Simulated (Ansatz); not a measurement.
# C4H2Cl2Sn: up Jacob's ladder to CCSD(T)

How much do the methods differ for C4H2Cl2Sn? The plan is to run it at one geometry with functionals of several rungs and with coupled cluster. The yardstick is the atomisation energy at the CCSD(T) limit.

Method: functionals in def2-TZVPP, the program's frozen cores in correlated methods; program: Ansatz 0.2.0, Gaussian basis.

Plan: LDA (SPW92), PBE-D4, revPBE-D4, BLYP-D4, r2SCAN-D4, B97M-V, PBE0-D4, B3LYP-D4, r2SCANh-D4, r2SCAN0-D4, HSE06-D4, BHLYP-D4, CAM-B3LYP-D4, LC-ωPBE, ωB97X-V, ωB97M-V, B2PLYP, PBE-QIDH; CCSD(T)/def2-SVP; CCSD(T)/def2-TZVPP; MP2/def2-QZVPP; extrapolation to the limit; RPA on PBE.

1 further run of the same task is left out (for a known fault of the program). Runs told in other sessions of the task aren't counted.

## (1) The geometry

The geometry comes from an earlier relaxation with PBE0-D4 in a triple-zeta def2 set; it is a stationary point, not always the lowest conformer. Sn takes the def2 core potential; no spin-orbit term is included.

SMILES `C#[C][Sn]([Cl])([Cl])[C]#C`, 9 atoms, charge 0, spin multiplicity 1.

Atoms are counted from 1 here; the program's logs count them from 0.

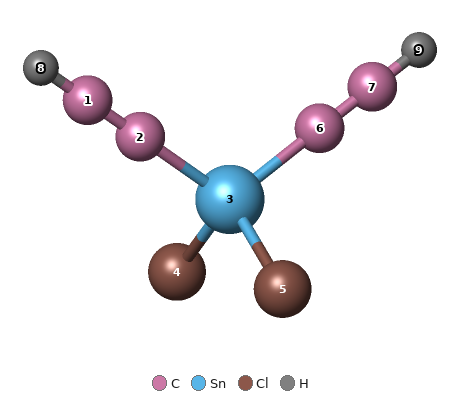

The structure; carbon pink, tin blue, chlorine brown, hydrogen grey; atoms are numbered from 1 in the order of the file.

## (2) LDA

This LDA is Slater exchange with PW92 correlation.

in.yaml reads:

```yaml
crystal:
  periodic: [false, false, false]
  atoms:
    - {symbol: C, position_ang: [0.781586, -2.672431, 0.736331]}
    - {symbol: C, position_ang: [0.546701, -1.646464, 0.151141]}
    - {symbol: Sn, position_ang: [0.149378, 0.097949, -0.854489]}
    - {symbol: Cl, position_ang: [-1.349431, -0.335166, -2.546551]}
    - {symbol: Cl, position_ang: [2.086595, 0.854605, -1.840268]}
    - {symbol: C, position_ang: [-0.609919, 1.575139, 0.351146]}
    - {symbol: C, position_ang: [-1.055666, 2.445220, 1.054349]}
    - {symbol: H, position_ang: [0.989741, -3.581337, 1.254320]}
    - {symbol: H, position_ang: [-1.450485, 3.216186, 1.676821]}
basis:
  gaussian: {orbitals: def2-TZVPP}
hamiltonian: {xc: lda}
output: {orbitals: {seedname: orbitals}}
```

Started as:

```console
ansatz run in.yaml --threads 4 --pin off --events-out ev --progress --plain --max-ram 11315MiB
```

What it wrote, cut to the lines that bear on the results:

```text
Functional definition: SPW92
  name "SPW92"
  cite "Dirac, Proc. Camb. Phil. Soc. 26, 376 (1930) doi:10.1017/S0305004100016108"
  cite "Slater, Phys. Rev. 81, 385 (1951) doi:10.1103/PhysRev.81.385"
  cite "Perdew & Wang, Phys. Rev. B 45, 13244 (1992) doi:10.1103/PhysRevB.45.13244"
[...]
1814 factors; their error is unknown
[...]
mean field -34929.26786798 eV, -1283.6269182403 hartree, gradient 2.4e-5 eV, S^2 0.000000; 0 other end points of the search recorded, 0 dependent functions left out
reference -34929.26791515 eV, -1283.6269199736 hartree; 41, 41 occupied and 245, 245 virtual orbitals, 1814 factors
Total energy: -34929.26791515 eV, -1283.6269199736 hartree
```

It took 1.8 s on 4 threads of AMD EPYC 7R43, shared host; peak memory 0.46 GiB.

Atomisation energy: 4246.5 kJ/mol (free atoms -34885.256 eV, run apart). HOMO -7.83 eV, LUMO -2.85 eV.

## (3) PBE-D4 (GGA)

in.yaml: that of step 2 with these lines changed.

```diff
@@ -14,3 +14,3 @@
   gaussian: {orbitals: def2-TZVPP}
-hamiltonian: {xc: lda}
-output: {orbitals: {seedname: orbitals}}
+hamiltonian: {xc: pbe, dispersion: d4}
+output: {forces: true, orbitals: {seedname: orbitals}}
```

Launched as before.

What it wrote, cut to the lines that bear on the results:

```text
Functional definition: PBE
  name "PBE"
  cite "Perdew, Burke & Ernzerhof, Phys. Rev. Lett. 77, 3865 (1996) doi:10.1103/PhysRevLett.77.3865"
  parent pbe
[...]
1814 factors; their error is unknown
[...]
mean field -35042.32222319 eV, -1287.7815891630 hartree, gradient 6.8e-5 eV, S^2 0.000000; 0 other end points of the search recorded, 0 dependent functions left out
[...]
Atom 5 at    -0.609919     1.575139     0.351146 Å, force     0.318099    -0.625173    -0.494687 eV/Å
Atom 6 at    -1.055666     2.445220     1.054349 Å, force    -0.340326     0.666173     0.533957 eV/Å
Atom 7 at     0.989741    -3.581337     1.254320 Å, force     0.041140    -0.180068     0.103351 eV/Å
Atom 8 at    -1.450485     3.216186     1.676821 Å, force    -0.078412     0.152657     0.124169 eV/Å
Dipole moment:    -0.090053    -0.066501     0.550071 e Å
```

Run time: 3.5 s. Hardware: 4 threads of AMD EPYC 7R43, shared host; peak memory 0.47 GiB.

Atomisation energy: 3790.4 kJ/mol (free atoms -35003.348 eV, run apart). HOMO -7.62 eV, LUMO -2.54 eV.

## (4) revPBE-D4 (GGA)

in.yaml: that of step 3 with these lines changed.

```diff
@@ -14,3 +14,3 @@
   gaussian: {orbitals: def2-TZVPP}
-hamiltonian: {xc: pbe, dispersion: d4}
-output: {forces: true, orbitals: {seedname: orbitals}}
+hamiltonian: {xc: {name: revPBE}, dispersion: d4}
+output: {orbitals: {seedname: orbitals}}
```

Launched as before.

What it wrote, cut to the lines that bear on the results:

```text
Functional definition: revPBE
  name "revPBE"
  cite "Zhang & Yang, Phys. Rev. Lett. 80, 890 (1998) doi:10.1103/PhysRevLett.80.890"
  cite "Perdew, Burke & Ernzerhof, Phys. Rev. Lett. 77, 3865 (1996) doi:10.1103/PhysRevLett.77.3865"
[...]
1814 factors; their error is unknown
[...]
mean field -35053.59369800 eV, -1288.1958082224 hartree, gradient 3.6e-5 eV, S^2 0.000000; 0 other end points of the search recorded, 0 dependent functions left out
reference -35053.59376132 eV, -1288.1958105494 hartree; 41, 41 occupied and 245, 245 virtual orbitals, 1814 factors
Total energy: -35054.32306598 eV, -1288.2226120013 hartree
```

Wall time 2.6 s (4 threads of AMD EPYC 7R43, shared host); peak memory 0.47 GiB.

Atomisation energy: 3666.1 kJ/mol (free atoms -35016.326 eV, run apart). HOMO -7.55 eV, LUMO -2.44 eV.

## (5) BLYP-D4 (GGA)

in.yaml: that of step 4 with these lines changed.

```diff
@@ -14,3 +14,3 @@
   gaussian: {orbitals: def2-TZVPP}
-hamiltonian: {xc: {name: revPBE}, dispersion: d4}
+hamiltonian: {xc: {name: BLYP}, dispersion: d4}
 output: {orbitals: {seedname: orbitals}}
```

Same command.

What it wrote, cut to the lines that bear on the results:

```text
Functional definition: BLYP
  name "BLYP"
  cite "Becke, Phys. Rev. A 38, 3098 (1988) doi:10.1103/PhysRevA.38.3098"
  cite "Lee, Yang & Parr, Phys. Rev. B 37, 785 (1988) doi:10.1103/PhysRevB.37.785"
[...]
1814 factors; their error is unknown
[...]
mean field -35055.15538149 eV, -1288.2531990320 hartree, gradient 3.4e-5 eV, S^2 0.000000; 0 other end points of the search recorded, 0 dependent functions left out
reference -35055.15582155 eV, -1288.2532152040 hartree; 41, 41 occupied and 245, 245 virtual orbitals, 1814 factors
Total energy: -35055.79918608 eV, -1288.2768584143 hartree
```

Run time: 2.8 s. Hardware: 4 threads of AMD EPYC 7R43, shared host; peak memory 0.46 GiB.

With the free atoms at this level, -35018.008 eV in sum, the atomisation energy is 3646.3 kJ/mol. HOMO -7.43 eV, LUMO -2.46 eV.

## (6) r2SCAN-D4 (meta-GGA)

in.yaml: that of step 5 with these lines changed.

```diff
@@ -14,3 +14,3 @@
   gaussian: {orbitals: def2-TZVPP}
-hamiltonian: {xc: {name: BLYP}, dispersion: d4}
-output: {orbitals: {seedname: orbitals}}
+hamiltonian: {xc: r2scan, dispersion: d4}
+output: {forces: true, orbitals: {seedname: orbitals}}
```

Same command.

What it wrote, cut to the lines that bear on the results:

```text
Functional definition: r2SCAN
  name "r2SCAN"
  cite "Furness, Kaplan, Ning, Perdew & Sun, J. Phys. Chem. Lett. 11, 8208 (2020) doi:10.1021/acs.jpclett.0c02405"
  cite "Furness, Kaplan, Ning, Perdew & Sun, J. Phys. Chem. Lett. 11, 9248 (2020) doi:10.1021/acs.jpclett.0c03077"
  parent r2scan
[...]
1814 factors; their error is unknown
[...]
Atom 5 at    -0.609919     1.575139     0.351146 Å, force     0.105287    -0.208464    -0.161145 eV/Å
Atom 6 at    -1.055666     2.445220     1.054349 Å, force    -0.147286     0.289521     0.229219 eV/Å
Atom 7 at     0.989741    -3.581337     1.254320 Å, force    -0.010844     0.047131    -0.026350 eV/Å
Atom 8 at    -1.450485     3.216186     1.676821 Å, force     0.020305    -0.040009    -0.031650 eV/Å
Dipole moment:    -0.095255    -0.070343     0.581849 e Å
```

Run time: 6.5 s. Hardware: 4 threads of AMD EPYC 7R43, shared host; peak memory 0.5 GiB.

With the free atoms at this level, -35018.225 eV in sum, the atomisation energy is 3670.8 kJ/mol. HOMO -7.89 eV, LUMO -2.33 eV.

## (7) B97M-V (meta-GGA)

in.yaml: that of step 6 with these lines changed.

```diff
@@ -14,3 +14,3 @@
   gaussian: {orbitals: def2-TZVPP}
-hamiltonian: {xc: r2scan, dispersion: d4}
-output: {forces: true, orbitals: {seedname: orbitals}}
+hamiltonian: {xc: {name: B97M-V}}
+output: {orbitals: {seedname: orbitals}}
```

Launched as before.

What it wrote, cut to the lines that bear on the results:

```text
Functional definition: B97M-V
  name "B97M-V"
  cite "Mardirossian & Head-Gordon, J. Chem. Phys. 142, 074111 (2015) doi:10.1063/1.4907719"
  cite "Becke, J. Chem. Phys. 107, 8554 (1997) doi:10.1063/1.475007"
  cite "Vydrov & Van Voorhis, J. Chem. Phys. 133, 244103 (2010) doi:10.1063/1.3521275"
  # Of w^i u^j: cxij and so on, Table III.
[...]
  gx(w, u) = cx00 + cx01*u + cx02*u^2 + (cx10 + cx11*u)*w
[...]
  gos(w, u) = cos00 + cos01*u + cos03*u^3 + cos10*w + cos32*w^3*u^2
[...]
      + integral(e_c_pw_mod_opposite_spin*gos(b97_w_opposite, b97_u_opposite)) + vv10(b, c)
1814 factors; their error is unknown
[...]
mean field -35052.00701990 eV, -1288.1374988777 hartree, gradient 4.3e-5 eV, S^2 0.000000; 0 other end points of the search recorded, 0 dependent functions left out
reference -35052.00709314 eV, -1288.1375015693 hartree; 41, 41 occupied and 245, 245 virtual orbitals, 1814 factors
Total energy: -35052.00709314 eV, -1288.1375015693 hartree
```

Wall time 10 s (4 threads of AMD EPYC 7R43, shared host); peak memory 0.57 GiB.

Atomisation energy: 3695.2 kJ/mol (free atoms -35013.709 eV, run apart). HOMO -7.84 eV, LUMO -2.19 eV.

## (8) PBE0-D4 (hybrid)

in.yaml: that of step 7 with these lines changed.

```diff
@@ -14,3 +14,3 @@
   gaussian: {orbitals: def2-TZVPP}
-hamiltonian: {xc: {name: B97M-V}}
+hamiltonian: {xc: pbe0, dispersion: d4}
 output: {orbitals: {seedname: orbitals}}
```

Same command.

What it wrote, cut to the lines that bear on the results:

```text
Functional definition: PBE0
  name "PBE0"
  cite "Adamo & Barone, J. Chem. Phys. 110, 6158 (1999) doi:10.1063/1.478522"
  cite "Perdew, Burke & Ernzerhof, Phys. Rev. Lett. 77, 3865 (1996) doi:10.1103/PhysRevLett.77.3865"
  parent pbe
[...]
1949 factors; their error is unknown
[...]
mean field -35044.79809710 eV, -1287.8725758512 hartree, gradient 3.8e-5 eV, S^2 0.000000; 0 other end points of the search recorded, 0 dependent functions left out
reference -35044.79813456 eV, -1287.8725772277 hartree; 41, 41 occupied and 245, 245 virtual orbitals, 1949 factors
Total energy: -35045.06997764 eV, -1287.8825672765 hartree
```

It took 5.5 s on 4 threads of AMD EPYC 7R43, shared host; peak memory 1.1 GiB.

Atomisation energy: 3690.0 kJ/mol (free atoms -35006.826 eV, run apart). HOMO -8.88 eV, LUMO -1.60 eV.

## (9) B3LYP-D4 (hybrid)

B3LYP here takes the VWN-RPA correlation.

in.yaml: that of step 8 with these lines changed.

```diff
@@ -14,3 +14,3 @@
   gaussian: {orbitals: def2-TZVPP}
-hamiltonian: {xc: pbe0, dispersion: d4}
-output: {orbitals: {seedname: orbitals}}
+hamiltonian: {xc: {name: B3LYP}, dispersion: d4}
+output: {forces: true, orbitals: {seedname: orbitals}}
```

Launched as before.

What it wrote, cut to the lines that bear on the results:

```text
Functional definition: B3LYP
  name "B3LYP"
  cite "Stephens, Devlin, Chabalowski & Frisch, J. Phys. Chem. 98, 11623 (1994) doi:10.1021/j100096a001"
  cite "Becke, Phys. Rev. A 38, 3098 (1988) doi:10.1103/PhysRevA.38.3098"
  cite "Lee, Yang & Parr, Phys. Rev. B 37, 785 (1988) doi:10.1103/PhysRevB.37.785"
  cite "Vosko, Wilk & Nusair, Can. J. Phys. 58, 1200 (1980) doi:10.1139/p80-159"
[...]
1896 factors; their error is unknown
[...]
Atom 5 at    -0.609919     1.575139     0.351146 Å, force    -0.085125     0.160262     0.144210 eV/Å
Atom 6 at    -1.055666     2.445220     1.054349 Å, force    -0.033088     0.065934     0.050188 eV/Å
Atom 7 at     0.989741    -3.581337     1.254320 Å, force    -0.021795     0.095521    -0.054572 eV/Å
Atom 8 at    -1.450485     3.216186     1.676821 Å, force     0.041403    -0.080907    -0.065416 eV/Å
Dipole moment:    -0.092946    -0.068636     0.567738 e Å
```

It took 8 s on 4 threads of AMD EPYC 7R43, shared host; peak memory 1.1 GiB.

Atomisation energy: 3626.2 kJ/mol (free atoms -35023.876 eV, run apart). HOMO -8.60 eV, LUMO -1.87 eV.

## (10) r2SCANh-D4 (hybrid)

in.yaml: that of step 9 with these lines changed.

```diff
@@ -14,3 +14,3 @@
   gaussian: {orbitals: def2-TZVPP}
-hamiltonian: {xc: {name: B3LYP}, dispersion: d4}
-output: {forces: true, orbitals: {seedname: orbitals}}
+hamiltonian: {xc: {name: r2SCANh}, dispersion: d4}
+output: {orbitals: {seedname: orbitals}}
```

Same command.

What it wrote, cut to the lines that bear on the results:

```text
Functional definition: r2SCANh
  name "r2SCANh"
  cite "Bursch, Neugebauer, Ehlert & Grimme, J. Chem. Phys. 156, 134105 (2022) doi:10.1063/5.0086040"
  cite "Furness, Kaplan, Ning, Perdew & Sun, J. Phys. Chem. Lett. 11, 8208 (2020) doi:10.1021/acs.jpclett.0c02405"
  cite "Furness, Kaplan, Ning, Perdew & Sun, J. Phys. Chem. Lett. 11, 9248 (2020) doi:10.1021/acs.jpclett.0c03077"
  parent r2scan
[...]
1829 factors; their error is unknown
[...]
mean field -35055.55626542 eV, -1288.2679312446 hartree, gradient 8.0e-6 eV, S^2 0.000000; 0 other end points of the search recorded, 0 dependent functions left out
reference -35055.55627835 eV, -1288.2679317198 hartree; 41, 41 occupied and 245, 245 virtual orbitals, 1829 factors
Total energy: -35055.64304729 eV, -1288.2711204197 hartree
```

Wall time 8 s (4 threads of AMD EPYC 7R43, shared host); peak memory 1.1 GiB.

Atomisation energy: 3634.2 kJ/mol (free atoms -35017.978 eV, run apart). HOMO -8.36 eV, LUMO -1.98 eV.

## (11) r2SCAN0-D4 (hybrid)

in.yaml: that of step 10 with these lines changed.

```diff
@@ -14,3 +14,3 @@
   gaussian: {orbitals: def2-TZVPP}
-hamiltonian: {xc: {name: r2SCANh}, dispersion: d4}
+hamiltonian: {xc: {name: r2SCAN0}, dispersion: d4}
 output: {orbitals: {seedname: orbitals}}
```

Launched as before.

What it wrote, cut to the lines that bear on the results:

```text
Functional definition: r2SCAN0
  name "r2SCAN0"
  cite "Bursch, Neugebauer, Ehlert & Grimme, J. Chem. Phys. 156, 134105 (2022) doi:10.1063/5.0086040"
  cite "Furness, Kaplan, Ning, Perdew & Sun, J. Phys. Chem. Lett. 11, 8208 (2020) doi:10.1021/acs.jpclett.0c02405"
  cite "Furness, Kaplan, Ning, Perdew & Sun, J. Phys. Chem. Lett. 11, 9248 (2020) doi:10.1021/acs.jpclett.0c03077"
  parent r2scan
[...]
1949 factors; their error is unknown
[...]
mean field -35054.64837186 eV, -1288.2345667718 hartree, gradient 3.1e-5 eV, S^2 0.000000; 0 other end points of the search recorded, 0 dependent functions left out
reference -35054.64838300 eV, -1288.2345671812 hartree; 41, 41 occupied and 245, 245 virtual orbitals, 1949 factors
Total energy: -35054.74504713 eV, -1288.2381195225 hartree
```

Wall time 7.5 s (4 threads of AMD EPYC 7R43, shared host); peak memory 1.1 GiB.

With the free atoms at this level, -35017.627 eV in sum, the atomisation energy is 3581.3 kJ/mol. HOMO -9.06 eV, LUMO -1.47 eV.

## (12) HSE06-D4 (hybrid)

HSE06 is the plane-wave form, built on full-range PBE exchange.

in.yaml: that of step 11 with these lines changed.

```diff
@@ -14,3 +14,3 @@
   gaussian: {orbitals: def2-TZVPP}
-hamiltonian: {xc: {name: r2SCAN0}, dispersion: d4}
+hamiltonian: {xc: hse06, dispersion: d4}
 output: {orbitals: {seedname: orbitals}}
```

Same command.

What it wrote, cut to the lines that bear on the results:

```text
Functional definition: HSE06
  name "HSE06"
  cite "Heyd, Scuseria & Ernzerhof, J. Chem. Phys. 118, 8207 (2003) doi:10.1063/1.1564060"
  cite "Krukau, Vydrov, Izmaylov & Scuseria, J. Chem. Phys. 125, 224106 (2006) doi:10.1063/1.2404663"
  cite "Heyd & Scuseria, J. Chem. Phys. 120, 7274 (2004) doi:10.1063/1.1668634"
  cite "Ernzerhof & Perdew, J. Chem. Phys. 109, 3313 (1998) doi:10.1063/1.476928"
[...]
1949 factors; their error is unknown
113 factors; integrals over basis functions are off by at most 5.7e-7 eV
[...]
mean field -35044.10582219 eV, -1287.8471352173 hartree, gradient 3.7e-5 eV, S^2 0.000000; 0 other end points of the search recorded, 0 dependent functions left out
reference -35044.10587211 eV, -1287.8471370520 hartree; 41, 41 occupied and 245, 245 virtual orbitals, 1949 factors
Total energy: -35044.36529715 eV, -1287.8566707464 hartree
```

Run time: 5.5 s. Hardware: 4 threads of AMD EPYC 7R43, shared host; peak memory 1.1 GiB.

With the free atoms at this level, -35006.095 eV in sum, the atomisation energy is 3692.6 kJ/mol. HOMO -8.47 eV, LUMO -1.97 eV.

## (13) BHLYP-D4 (hybrid)

in.yaml: that of step 12 with these lines changed.

```diff
@@ -14,3 +14,3 @@
   gaussian: {orbitals: def2-TZVPP}
-hamiltonian: {xc: hse06, dispersion: d4}
+hamiltonian: {xc: {name: BHLYP}, dispersion: d4}
 output: {orbitals: {seedname: orbitals}}
```

Same command.

What it wrote, cut to the lines that bear on the results:

```text
Functional definition: BHLYP
  name "BHLYP"
  cite "Becke, J. Chem. Phys. 98, 1372 (1993) doi:10.1063/1.464304"
  cite "Becke, Phys. Rev. A 38, 3098 (1988) doi:10.1103/PhysRevA.38.3098"
  cite "Lee, Yang & Parr, Phys. Rev. B 37, 785 (1988) doi:10.1103/PhysRevB.37.785"
[...]
2174 factors; their error is unknown
[...]
mean field -35053.74360708 eV, -1288.2013172793 hartree, gradient 1.1e-5 eV, S^2 0.000000; 0 other end points of the search recorded, 0 dependent functions left out
reference -35053.74382977 eV, -1288.2013254632 hartree; 41, 41 occupied and 245, 245 virtual orbitals, 2174 factors
Total energy: -35054.19939269 eV, -1288.2180670915 hartree
```

It took 5.5 s on 4 threads of AMD EPYC 7R43, shared host; peak memory 1.1 GiB.

With the free atoms at this level, -35018.018 eV in sum, the atomisation energy is 3491.0 kJ/mol. HOMO -9.93 eV, LUMO -0.57 eV.

## (14) CAM-B3LYP-D4 (range-separated)

in.yaml: that of step 13 with these lines changed.

```diff
@@ -14,3 +14,3 @@
   gaussian: {orbitals: def2-TZVPP}
-hamiltonian: {xc: {name: BHLYP}, dispersion: d4}
+hamiltonian: {xc: {name: CAM-B3LYP}, dispersion: d4}
 output: {orbitals: {seedname: orbitals}}
```

Same command.

What it wrote, cut to the lines that bear on the results:

```text
Functional definition: CAM-B3LYP
  name "CAM-B3LYP"
  cite "Yanai, Tew & Handy, Chem. Phys. Lett. 393, 51 (2004) doi:10.1016/j.cplett.2004.06.011"
  cite "Iikura, Tsuneda, Yanai & Hirao, J. Chem. Phys. 115, 3540 (2001) doi:10.1063/1.1383587"
  cite "Becke, Phys. Rev. A 38, 3098 (1988) doi:10.1103/PhysRevA.38.3098"
  cite "Lee, Yang & Parr, Phys. Rev. B 37, 785 (1988) doi:10.1103/PhysRevB.37.785"
[...]
1896 factors; their error is unknown
372 factors; integrals over basis functions are off by at most 1.3e-5 eV
[...]
mean field -35056.09052618 eV, -1288.2875649655 hartree, gradient 1.5e-5 eV, S^2 0.000000; 0 other end points of the search recorded, 0 dependent functions left out
reference -35056.09068623 eV, -1288.2875708473 hartree; 41, 41 occupied and 245, 245 virtual orbitals, 1896 factors
Total energy: -35056.37710988 eV, -1288.2980967221 hartree
```

It took 6 s on 4 threads of AMD EPYC 7R43, shared host; peak memory 1.2 GiB.

With the free atoms at this level, -35018.704 eV in sum, the atomisation energy is 3634.9 kJ/mol. HOMO -10.24 eV, LUMO -0.54 eV.

## (15) LC-ωPBE (range-separated)

in.yaml: that of step 14 with these lines changed.

```diff
@@ -14,3 +14,3 @@
   gaussian: {orbitals: def2-TZVPP}
-hamiltonian: {xc: {name: CAM-B3LYP}, dispersion: d4}
+hamiltonian: {xc: {name: LC-wPBE}}
 output: {orbitals: {seedname: orbitals}}
```

Same command.

What it wrote, cut to the lines that bear on the results:

```text
Functional definition: LC-wPBE
  name "LC-wPBE"
  cite "Vydrov & Scuseria, J. Chem. Phys. 125, 234109 (2006) doi:10.1063/1.2409292"
  cite "Heyd & Scuseria, J. Chem. Phys. 120, 7274 (2004) doi:10.1063/1.1668634"
  cite "Ernzerhof & Perdew, J. Chem. Phys. 109, 3313 (1998) doi:10.1063/1.476928"
  cite "Perdew, Burke & Ernzerhof, Phys. Rev. Lett. 77, 3865 (1996) doi:10.1103/PhysRevLett.77.3865"
  parent pbe
[...]
1814 factors; their error is unknown
464 factors; integrals over basis functions are off by at most 3.0e-5 eV
[...]
mean field -35048.67943580 eV, -1288.0152124174 hartree, gradient 4.1e-5 eV, S^2 0.000000; 0 other end points of the search recorded, 0 dependent functions left out
reference -35048.67943581 eV, -1288.0152124177 hartree; 41, 41 occupied and 245, 245 virtual orbitals, 1814 factors
Total energy: -35048.67943581 eV, -1288.0152124177 hartree
```

It took 3.6 s on 4 threads of AMD EPYC 7R43, shared host; peak memory 0.68 GiB.

With the free atoms at this level, -35011.001 eV in sum, the atomisation energy is 3635.4 kJ/mol. HOMO -11.75 eV, LUMO 0.67 eV.

## (16) ωB97X-V (range-separated)

in.yaml: that of step 15 with these lines changed.

```diff
@@ -14,3 +14,3 @@
   gaussian: {orbitals: def2-TZVPP}
-hamiltonian: {xc: {name: LC-wPBE}}
+hamiltonian: {xc: {name: wB97X-V}}
 output: {orbitals: {seedname: orbitals}}
```

The command is unchanged.

What it wrote, cut to the lines that bear on the results:

```text
Functional definition: wB97X-V
  name "wB97X-V"
  cite "Mardirossian & Head-Gordon, Phys. Chem. Chem. Phys. 16, 9904 (2014) doi:10.1039/C3CP54374A"
  cite "Becke, J. Chem. Phys. 107, 8554 (1997) doi:10.1063/1.475007"
  cite "Vydrov & Van Voorhis, J. Chem. Phys. 133, 244103 (2010) doi:10.1063/1.3521275"
[...]
      + integral(e_c_pw_opposite_spin*poly(b97_u_opposite, cos0, cos1)) + vv10(b, c)
1890 factors; their error is unknown
360 factors; integrals over basis functions are off by at most 1.7e-5 eV
[...]
mean field -35052.75428183 eV, -1288.1649602469 hartree, gradient 5.8e-5 eV, S^2 0.000000; 0 other end points of the search recorded, 0 dependent functions left out
reference -35052.75427943 eV, -1288.1649601588 hartree; 41, 41 occupied and 245, 245 virtual orbitals, 1890 factors
Total energy: -35052.75427943 eV, -1288.1649601588 hartree
```

Wall time 10 s (4 threads of AMD EPYC 7R43, shared host); peak memory 1.2 GiB.

With the free atoms at this level, -35014.811 eV in sum, the atomisation energy is 3661.0 kJ/mol. HOMO -11.30 eV, LUMO 0.57 eV.

(Part 1 of 2 ends here.)
